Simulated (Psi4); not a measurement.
Geometry relaxation, with input and output: SiH$_{4}$S (part 3 of 4)

The same run, continued: SiH$_{4}$S, SMILES [SiH3]S; B97-3c/def2-mTZVP, RKS (Psi4 1.11). The geometry comes from this level: PBE0-D4/def2-TZVP.

Geometry of the input (Å):
```
Si -0.1698  -0.2634  -0.4360
S  0.9073  -0.0126  1.3928
H  -1.6298  -0.0743  -0.2416
H  0.1086  -1.6583  -0.8525
H  0.2998  0.6812  -1.4811
H  0.5261  1.2633  1.5723
```

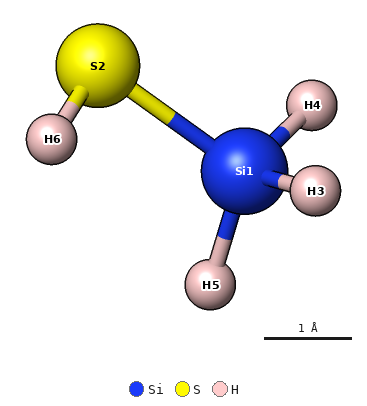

Fig. 1: The input geometry (ball-and-stick view, seen at a tilt; atoms are numbered from 1 in the order of the input).

Output, continued:
```
       Center              X                  Y                   Z               Mass
    ------------   -----------------  -----------------  -----------------  -----------------
         SI          -0.017231587213    -0.009557521222    -1.087121025413    27.976926534650
         S           -0.017231587213    -0.009557521222     1.063361771098    31.972071174400
         H           -0.017231587213     1.365060763926    -1.641197529845     1.007825032230
         H           -1.265828893988    -0.703118548110    -1.466343657488     1.007825032230
         H            1.149919264746    -0.735907547084    -1.640967282249     1.007825032230
         H            1.158136973988     0.642480499590     1.192759155138     1.007825032230

  Nuclear repulsion =   88.827507481376145

   => Molecular Quadrature <=

    Radial Scheme          =       TREUTLER
    Pruning Scheme         =           NONE
    Nuclear Scheme         =       TREUTLER

    Blocking Scheme        =         OCTREE
    BS radius alpha        =              1
    Pruning alpha          =              1
    Radial Points          =             75
    Spherical Points       =            302
    Total Points           =         130330
    Total Blocks           =           1030
    Max Points             =            256
    Max Functions          =             56
    Weights Tolerance      =       1.00E-15

  -Total Gradient:
     Atom            X                  Y                   Z
    ------   -----------------  -----------------  -----------------
       1       -0.000014946977    -0.000007620250     0.000334761772
       2       -0.000052481398    -0.000029833453    -0.000233062193
       3       -0.000025832929    -0.000023330976    -0.000065243914
       4        0.000061275062     0.000035708486    -0.000103174011
       5       -0.000030417158    -0.000008174741    -0.000061200679
       6        0.000091412760     0.000049207594    -0.000025346577

	total time  =          0 seconds =       0.00 minutes

    			-----------------------------------------

    			 OPTKING 3.0: for geometry optimizations

    			        with contributions from

    			-----------------------------------------

	                            ===> Fragment 1 <==

	 Z (Atomic Numbers)          Masses                          Geom
	      14.000000            27.976927         -0.03256298 -0.01806110 -2.05436100
	      16.000000            31.972071         -0.03256298 -0.01806110  2.00946252
	       1.000000             1.007825         -0.03256298  2.57959099 -3.10141385
	       1.000000             1.007825         -2.39206993 -1.32870149 -2.77098792
	       1.000000             1.007825          2.17303248 -1.39066372 -3.10097874
	       1.000000             1.007825          2.18856170  1.21411219  2.25398814

	 - Coordinate -           - BOHR/RAD -       - ANG/DEG -
	 R(1,2)           =         4.063824           2.150483
	 R(1,3)           =         2.800735           1.482085
	 R(1,4)           =         2.792598           1.477779
	 R(1,5)           =         2.800732           1.482083
	 R(2,6)           =         2.551752           1.350329
	 B(1,2,6)         =         1.666770          95.498895
	 B(2,1,3)         =         1.953952         111.953212
	 B(2,1,4)         =         1.830316         104.869394
	 B(2,1,5)         =         1.953785         111.943642
	 B(3,1,4)         =         1.917032         109.837854
	 B(3,1,5)         =         1.891090         108.351473
	 B(4,1,5)         =         1.917149         109.844524
	 D(3,1,2,6)       =        -1.064312         -60.980591
	 D(4,1,2,6)       =         3.141042         179.968457
	 D(5,1,2,6)       =         1.063159          60.914547

	        --- Internal Coordinate Step in ANG or DEG, aJ/ANG or AJ/DEG ---
	-------------------------------------------------------------------------------
	           Coordinate      Previous         Force          Change          New
	           ----------      --------        ------          ------        ------
	               R(1,2)       2.15048        0.00169        0.00079       2.15127
	               R(1,3)       1.48209        0.00007        0.00001       1.48210
	               R(1,4)       1.47778        0.00037        0.00013       1.47791
	               R(1,5)       1.48208        0.00007        0.00001       1.48210
	               R(2,6)       1.35033       -0.00077       -0.00019       1.35014
	             B(1,2,6)      95.49890        0.00000        0.01151      95.51040
	             B(2,1,3)     111.95321       -0.00000       -0.01977     111.93345
	             B(2,1,4)     104.86939       -0.00001       -0.07531     104.79409
	             B(2,1,5)     111.94364       -0.00000       -0.01527     111.92837
	             B(3,1,4)     109.83785        0.00001        0.05183     109.88968
	             B(3,1,5)     108.35147        0.00000        0.01112     108.36259
	             B(4,1,5)     109.84452        0.00001        0.04899     109.89352
	           D(3,1,2,6)     -60.98059        0.00000        0.02171     -60.95888
	           D(4,1,2,6)     179.96846        0.00000        0.01572     179.98417
	           D(5,1,2,6)      60.91455       -0.00000        0.01075      60.92530
	-------------------------------------------------------------------------------

	                                 ==> Convergence Check <==

	Measures of convergence in internal coordinates in au.

	Criteria marked as inactive (o), active & met (*), and active & unmet ( ).

	----------------------------------------------------------------------------------------------
	   Step    Total Energy     Delta E     Max Force     RMS Force      Max Disp      RMS Disp
	----------------------------------------------------------------------------------------------
	  Convergence Criteria     1.00e-06 *    3.00e-04 *             o    1.20e-03 *             o
	----------------------------------------------------------------------------------------------
	     3    -689.98165379   -5.41e-06      2.05e-04 *    8.52e-05 o    1.49e-03      6.44e-04 o  ~
	----------------------------------------------------------------------------------------------

Next Geometry in Ang
	Fragment 1 (Ang)

	   Si  -0.0171068030  -0.0095345099  -1.0878934245
	    S  -0.0172587576  -0.0097030107   1.0633803302
	    H  -0.0168674445   1.3653300502  -1.6413927758
	    H  -1.2662501707  -0.7033170381  -1.4654141487
	    H   1.1502515776  -0.7358721002  -1.6413524210
	    H   1.1577641813   0.6424967345   1.1931638711

    Structure for next step:
    Molecular point group: c1
    Full point group: C1

    Geometry (in Angstrom), charge = 0, multiplicity = 1:

    SI
    S             1    2.151274
    H             1    1.482098      2  111.933446
    H             1    1.477909      3  109.889684      2  116.002905
    H             1    1.482096      4  109.893517      3 -119.156284
    H             2    1.350143      1   95.510400      4  179.984174

gradient() will perform analytic gradient computation.

  ==> Geometry <==

    Molecular point group: c1
    Full point group: C1

    Geometry (in Angstrom), charge = 0, multiplicity = 1:

       Center              X                  Y                   Z               Mass
    ------------   -----------------  -----------------  -----------------  -----------------
         SI          -0.017221680809    -0.009561491980    -1.087574864088    27.976926534650
         S           -0.017221680809    -0.009561491980     1.063698902631    31.972071174400
         H           -0.017221680809     1.365259725044    -1.641181916893     1.007825032230
         H           -1.266290634683    -0.703555532820    -1.464953011984     1.007825032230
         H            1.150203398668    -0.735772392538    -1.641059422396     1.007825032230
         H            1.157715406380     0.642819563346     1.193348361147     1.007825032230

  Running in c1 symmetry.

  Rotational constants: A =      2.20885  B =      0.20751  C =      0.20299 [cm^-1]
  Rotational constants: A =  66219.63970  B =   6221.12763  C =   6085.57844 [MHz]
  Nuclear repulsion =   88.806368500484481

  Charge       = 0
  Multiplicity = 1
  Electrons    = 34
  Nalpha       = 17
  Nbeta        = 17

   => Molecular Quadrature <=

    Radial Scheme          =       TREUTLER
    Pruning Scheme         =           NONE
    Nuclear Scheme         =       TREUTLER

    Blocking Scheme        =         OCTREE
    BS radius alpha        =              1
    Pruning alpha          =              1
    Radial Points          =             75
    Spherical Points       =            302
    Total Points           =         130331
    Total Blocks           =           1030
    Max Points             =            256
    Max Functions          =             56
    Weights Tolerance      =       1.00E-15

   => Auxiliary Basis Set <=

  Basis Set: (DEF2-MTZVP AUX)
    Blend: DEF2-UNIVERSAL-JKFIT
    Number of shells: 100
    Number of basis functions: 328
    Number of Cartesian functions: 390
    Spherical Harmonics?: true
    Max angular momentum: 4

  Cached 100.0% of DFT collocation blocks in 0.176 [GiB].

  Minimum eigenvalue in the overlap matrix is 9.0743821011E-03.
  Reciprocal condition number of the overlap matrix is 1.8641642777E-03.
    Using symmetric orthogonalization.

  ==> Iterations <==

                           Total Energy        Delta E     RMS |[F,P]|

   @DF-RKS iter   0:  -689.98151383705112   -6.89982e+02   2.41795e-05
   @DF-RKS iter   1:  -689.98165432829740   -1.40491e-04   5.17131e-06 DIIS
   @DF-RKS iter   2:  -689.98165430083054    2.74669e-08   6.65853e-06 DIIS
   @DF-RKS iter   3:  -689.98165439456557   -9.37350e-08   6.70929e-07 DIIS
   @DF-RKS iter   4:  -689.98165439530794   -7.42375e-10   1.98046e-07 DIIS
   @DF-RKS iter   5:  -689.98165439539287   -8.49241e-11   2.93116e-08 DIIS
   @DF-RKS iter   6:  -689.98165439539514   -2.27374e-12   9.72816e-09 DIIS
  Energy and wave function converged.

  ==> Post-Iterations <==

   Electrons on quadrature grid:
      Ntotal   =   34.0000046295 ; deviation = 4.630e-06

    Orbital Energies [Eh]
    ---------------------

    Doubly Occupied:

       1A    -88.029412     2A    -65.419600     3A     -7.721535
       4A     -5.752161     5A     -5.748273     6A     -5.741452
       7A     -5.117368     8A     -3.532573     9A     -3.530147
      10A     -3.529933    11A     -0.675572    12A     -0.492214
      13A     -0.383434    14A     -0.329488    15A     -0.322868
      16A     -0.297697    17A     -0.228014

    Virtual:

      18A     -0.023851    19A     -0.014086    20A      0.019303
      21A      0.029112    22A      0.038088    23A      0.133509
      24A      0.146851    25A      0.146933    26A      0.205332
      27A      0.246284    28A      0.260823    29A      0.287309
      30A      0.336721    31A      0.340906    32A      0.384461
      33A      0.401321    34A      0.507784    35A      0.522153
      36A      0.582293    37A      0.601956    38A      0.636410
      39A      0.740724    40A      0.742630    41A      0.819649
      42A      0.851623    43A      0.861307    44A      1.037906
      45A      1.257879    46A      1.265246    47A      1.337259
      48A      1.798711    49A      1.818143    50A      1.927249
      51A      2.207382    52A      2.281699    53A      2.286130
      54A      2.291522    55A      9.303341    56A     17.912187

    Final Occupation by Irrep:
              A
    DOCC [    17 ]
    NA   [    17 ]
    NB   [    17 ]

  @DF-RKS Final Energy:  -689.98165439539514

   => Energetics <=

    Nuclear Repulsion Energy =             88.8063685004844814
    One-Electron Energy =               -1130.5726317695973648
    Two-Electron Energy =                 399.7606537347414815
    DFT Exchange-Correlation Energy =     -47.9568300391036075
    Empirical Dispersion Energy =          -0.0192148219201700
    VV10 Nonlocal Energy =                  0.0000000000000000
    Total Energy =                       -689.9816543953951395

Computation Completed

Properties will be evaluated at   0.000000,   0.000000,   0.000000 [a0]

Properties computed using the SCF density matrix

 Multipole Moments:

 ------------------------------------------------------------------------------------
     Multipole            Electronic (a.u.)      Nuclear  (a.u.)        Total (a.u.)
 ------------------------------------------------------------------------------------

 L = 1.  Multiply by 2.5417464519 to convert [e a0] to [Debye]
 Dipole X            :         -0.6154537            0.9595199            0.3440662
 Dipole Y            :         -0.3416911            0.5327263            0.1910352
 Dipole Z            :          2.9799615           -3.3272628           -0.3473013
 Magnitude           :                                                    0.5248754

 ------------------------------------------------------------------------------------

	total time  =          2 seconds =       0.03 minutes

         ------------------------------------------------------------
                                   SCF GRAD
         ------------------------------------------------------------

  ==> Geometry <==

    Molecular point group: c1
    Full point group: C1

    Geometry (in Angstrom), charge = 0, multiplicity = 1:

       Center              X                  Y                   Z               Mass
    ------------   -----------------  -----------------  -----------------  -----------------
         SI          -0.017221680809    -0.009561491980    -1.087574864088    27.976926534650
         S           -0.017221680809    -0.009561491980     1.063698902631    31.972071174400
         H           -0.017221680809     1.365259725044    -1.641181916893     1.007825032230
         H           -1.266290634683    -0.703555532820    -1.464953011984     1.007825032230
         H            1.150203398668    -0.735772392538    -1.641059422396     1.007825032230
         H            1.157715406380     0.642819563346     1.193348361147     1.007825032230

  Nuclear repulsion =   88.806368500484481

   => Molecular Quadrature <=

    Radial Scheme          =       TREUTLER
    Pruning Scheme         =           NONE
    Nuclear Scheme         =       TREUTLER

    Blocking Scheme        =         OCTREE
    BS radius alpha        =              1
    Pruning alpha          =              1
    Radial Points          =             75
    Spherical Points       =            302
    Total Points           =         130331
    Total Blocks           =           1030
    Max Points             =            256
    Max Functions          =             56
    Weights Tolerance      =       1.00E-15

  -Total Gradient:
     Atom            X                  Y                   Z
    ------   -----------------  -----------------  -----------------
       1        0.000019837596     0.000010895978     0.000039127807
       2        0.000004408972     0.000001976528    -0.000034463447
       3       -0.000006032990     0.000001624441    -0.000043102254
       4       -0.000001179376     0.000000452249    -0.000040967673
       5       -0.000000293774    -0.000004979396    -0.000040738755
       6        0.000012148916     0.000006000290    -0.000032783032

	total time  =          0 seconds =       0.00 minutes

    			-----------------------------------------

    			 OPTKING 3.0: for geometry optimizations

    			        with contributions from

    			-----------------------------------------

	                            ===> Fragment 1 <==

	 Z (Atomic Numbers)          Masses                          Geom
	      14.000000            27.976927         -0.03254426 -0.01806860 -2.05521863
	      16.000000            31.972071         -0.03254426 -0.01806860  2.01009961
	       1.000000             1.007825         -0.03254426  2.57996697 -3.10138434
	       1.000000             1.007825         -2.39294249 -1.32952727 -2.76835998
	       1.000000             1.007825          2.17356941 -1.39040831 -3.10115286
	       1.000000             1.007825          2.18776505  1.21475292  2.25510157

	 - Coordinate -           - BOHR/RAD -       - ANG/DEG -
	 R(1,2)           =         4.065318           2.151274
	 R(1,3)           =         2.800759           1.482098
	 R(1,4)           =         2.792843           1.477909
	 R(1,5)           =         2.800756           1.482096
	 R(2,6)           =         2.551401           1.350143
	 B(1,2,6)         =         1.666971          95.510400
	 B(2,1,3)         =         1.953607         111.933446
	 B(2,1,4)         =         1.829002         104.794087
	 B(2,1,5)         =         1.953519         111.928370
	 B(3,1,4)         =         1.917937         109.889684
	 B(3,1,5)         =         1.891284         108.362589
	 B(4,1,5)         =         1.918004         109.893517
	 D(3,1,2,6)       =        -1.063933         -60.958879
	 D(4,1,2,6)       =         3.141316         179.984174
	 D(5,1,2,6)       =         1.063347          60.925299

	        --- Internal Coordinate Step in ANG or DEG, aJ/ANG or AJ/DEG ---
	-------------------------------------------------------------------------------
	           Coordinate      Previous         Force          Change          New
	           ----------      --------        ------          ------        ------
	               R(1,2)       2.15127        0.00011        0.00009       2.15136
	               R(1,3)       1.48210       -0.00005       -0.00002       1.48208
	               R(1,4)       1.47791       -0.00007       -0.00003       1.47788
	               R(1,5)       1.48210       -0.00005       -0.00002       1.48208
	               R(2,6)       1.35014       -0.00002       -0.00001       1.35013
	             B(1,2,6)      95.51040        0.00000        0.00505      95.51545
	             B(2,1,3)     111.93345       -0.00000       -0.01004     111.92341
	             B(2,1,4)     104.79409       -0.00000       -0.01282     104.78127
	             B(2,1,5)     111.92837       -0.00000       -0.00774     111.92063
	             B(3,1,4)     109.88968        0.00000        0.01483     109.90451
	             B(3,1,5)     108.36259        0.00000        0.00324     108.36583
	             B(4,1,5)     109.89352        0.00000        0.01317     109.90668
	           D(3,1,2,6)     -60.95888        0.00000        0.01189     -60.94699
	           D(4,1,2,6)     179.98417        0.00000        0.00717     179.99134
	           D(5,1,2,6)      60.92530       -0.00000        0.00323      60.92853
	-------------------------------------------------------------------------------

	                                 ==> Convergence Check <==

	Measures of convergence in internal coordinates in au.

	Criteria marked as inactive (o), active & met (*), and active & unmet ( ).

	----------------------------------------------------------------------------------------------
	   Step    Total Energy     Delta E     Max Force     RMS Force      Max Disp      RMS Disp
	----------------------------------------------------------------------------------------------
	  Convergence Criteria     1.00e-06 *    3.00e-04 *             o    1.20e-03 *             o
	----------------------------------------------------------------------------------------------
	     4    -689.98165440   -6.06e-07 *    2.83e-05 *    1.54e-05 o    2.59e-04 *    1.47e-04 o  ~
	----------------------------------------------------------------------------------------------

Next Geometry in Ang
	Fragment 1 (Ang)

	   Si  -0.0172405618  -0.0095930706  -1.0877492884
	    S  -0.0172066933  -0.0096121235   1.0636105814
	    H  -0.0171119607   1.3653098303  -1.6410952498
	    H  -1.2663795156  -0.7035909104  -1.4647876006
	    H   1.1502599977  -0.7357683426  -1.6410650924
	    H   1.1576418617   0.6428829958   1.1933646983

    Final optimized geometry and variables:
    Molecular point group: c1
    Full point group: C1

    Geometry (in Angstrom), charge = 0, multiplicity = 1:

    SI
    S             1    2.151274
    H             1    1.482098      2  111.933446
    H             1    1.477909      3  109.889684      2  116.002905
    H             1    1.482096      4  109.893517      3 -119.156284
    H             2    1.350143      1   95.510400      4  179.984174

    Psi4 run time: 0:00:08.99

[set-up sections that repeat, and orbital energies of the middle runs, are left out above]
```

Standard output:
```
Optimizer: Optimization complete!
```
